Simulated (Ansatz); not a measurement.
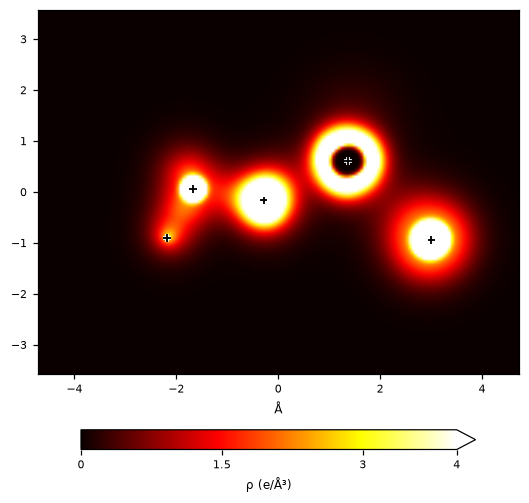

The electron density on a plane through atoms (crosses mark nuclei in the plane).

These are results of Ansatz, RKS PBE0-D4/def2-TZVPP, not measurements.

Candidates:
A. CH₃ClOS₂W (SMILES C[O][W](=[S])(=[S])[Cl])
B. H₄O₂Se₂Ti (SMILES [OH][Ti]([OH])([SeH])[SeH])
C. CH₃Cl₂F₂NW (SMILES C[N]=[W]([F])([F])([Cl])[Cl])

### Which system is this?

Candidate A: CH₃ClOS₂W on the plane of atoms O2, W3 and Cl6, which holds C, O, W, Cl and H. C–O (1.40 Å): the density is about 2 e/Å³ at the midpoint, with its minimum of 1.7 e/Å³ about 0.5 Å from C. W–O (1.83 Å): ρ is about 1.3 e/Å³ halfway.
